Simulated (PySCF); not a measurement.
## EPR calculation, with input and output: C$_{4}$H$_{9}$OSi

The run: EPR calculation of C$_{4}$H$_{9}$OSi, multiplicity 2. Method and program: UKS B3LYP, pcH-1 on C H O Si, non-relativistic, mean-field spin-orbit, GIAO (PySCF 2.14.0).

It belongs to a series of runs on one base structure; here: H removed from sp3 C.

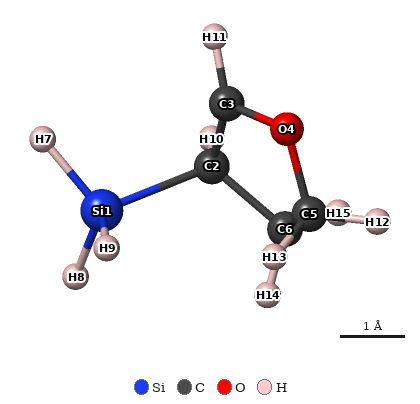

Figure 1. The input geometry (ball-and-stick view, seen at a tilt; atoms are numbered from 1 in the order of the input).

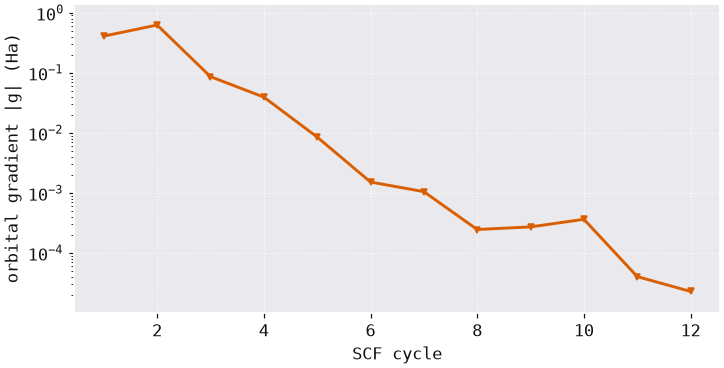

Figure 2. Convergence of the self-consistent field: orbital gradient |g| against the SCF cycle. All cycles printed in the log are drawn one after another.

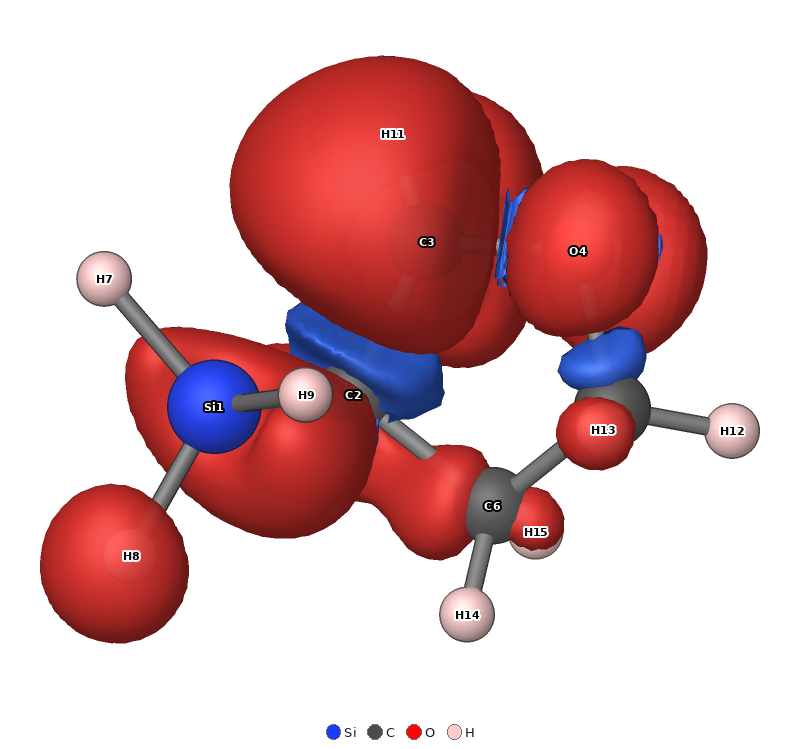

Figure 3. Isosurfaces of the spin density at +0.005 (red) and −0.005 e/Å³ (blue), seen at a tilt. The unpaired spin (1 electron) lies mostly on C3 (about 0.6), O4 (about 0.2) and Si1 (about 0.1), in electrons by Hirshfeld's partition.

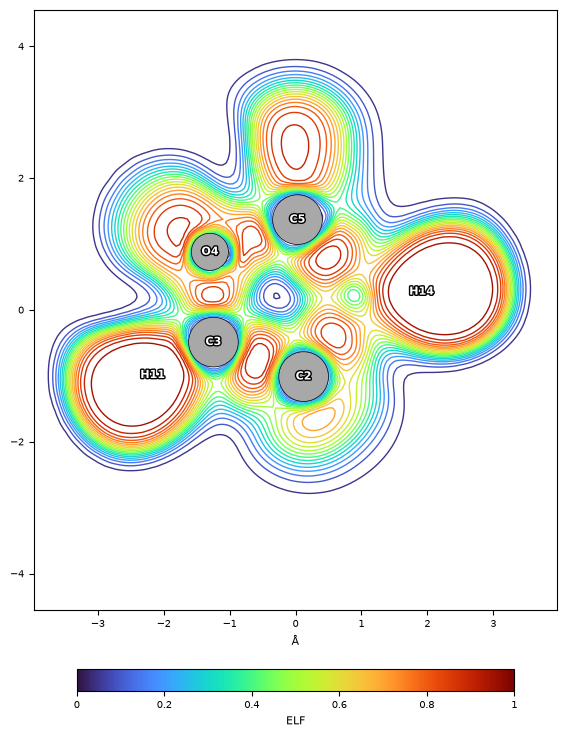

Figure 4. Electron localisation function on the plane of atoms C3, O4 and C5. Grey discs, where drawn, cover atomic cores. C–O (1.37 Å): the ELF peaks at about 0.90 between the atoms, which marks a polar covalent bond. C–H (1.07 Å): the ELF climbs to about 1 towards the hydrogen, as it does in any bond to H (a covalent bond by its length).

The input that produced these results follows, with the program's output.

## Input file
```
{"job": {"kind": "epr", "basis": "pcH-1"}, "charge": 0, "multiplicity": 2}
Si    -1.799720    -0.261249     0.656385
C     -0.445534    -0.144515    -0.701509
C     -0.065475     1.278255    -0.648407
O      1.172554     1.481859    -0.097831
C      1.641630     0.239560     0.393360
C      0.866980    -0.851997    -0.353309
H     -2.883953     0.627217     0.246552
H     -2.301489    -1.638164     0.777662
H     -1.210643     0.135778     1.933075
H     -0.840443    -0.449887    -1.671071
H     -0.440937     2.077288    -1.255145
H      2.721052     0.199037     0.229312
H      1.448045     0.189741     1.472844
H      0.735415    -1.740332     0.261523
H      1.398104    -1.134601    -1.265354
```

The first line tells a small driver script what to run in PySCF; the rest is the geometry in Å.

Run as:
```bash
OMP_NUM_THREADS=1 python <driver script> task.json out
```

## The program's output
```
UKS, coarse grid
  cycle   1  E = -522.44906946  |g| = 4.08e-01
  cycle   2  E = -522.36843244  |g| = 6.24e-01
  cycle   3  E = -522.50957045  |g| = 8.63e-02
  cycle   4  E = -522.51167276  |g| = 3.94e-02
  cycle   5  E = -522.51240667  |g| = 8.52e-03
  cycle   6  E = -522.51244376  |g| = 1.52e-03
  cycle   7  E = -522.51244569  |g| = 1.05e-03
  cycle   8  E = -522.51244587  |g| = 2.46e-04
UKS, final grid
  cycle   1  E = -522.51241601  |g| = 2.72e-04
  cycle   2  E = -522.51241599  |g| = 3.64e-04
  cycle   3  E = -522.51241604  |g| = 4.05e-05
  cycle   4  E = -522.51241604  |g| = 2.29e-05
E = -522.51241604 Eh   <S^2> = 0.7537 (exact 0.7500)
g shifts (ppm)      1          2          3
  rmc          -195       -195       -195
  gc             -2         37         26
  oz_so        -103       1250       2112
  total        -300       1092       1942
hyperfine (MHz)  atom isotope    a_iso     a_fc   dipolar eigenvalues
    0  29Si    -122.30    -122.38    -11.76      4.36      7.40
    1   13C      -9.79      -9.81     -3.33     -0.24      3.58
    2   13C     117.35     117.37    -71.62    -71.20    142.83
    3   17O     -25.55     -25.61    -68.56     32.89     35.67
    4   13C      -3.73      -3.73     -1.51     -0.88      2.38
    5   13C       4.08       4.08     -2.09     -0.23      2.32
    6    1H      -1.07      -1.07     -3.53     -1.57      5.10
    7    1H      44.67      44.67     -1.87     -1.21      3.08
    8    1H      -1.93      -1.93     -3.60     -1.55      5.15
    9    1H      63.12      63.12     -4.25     -2.79      7.04
   10    1H     -38.28     -38.31    -33.87     -0.31     34.18
   11    1H       3.16       3.15     -2.92     -2.59      5.51
   12    1H      12.32      12.32     -3.63     -2.76      6.38
   13    1H      -2.72      -2.72     -2.12     -1.55      3.67
   14    1H      -0.36      -0.36     -2.47     -1.92      4.38
```

## Summary

| quantity | value |
| --- | --- |
| outcome | converged |
| total energy | −522.512416 hartree |
| ⟨S²⟩ | 0.754 |
| isotropic g | 2.0032 |
| hardware | 1 CPU thread, shared host |
| wall time | 63 s |
| peak memory | 0.92 GiB |
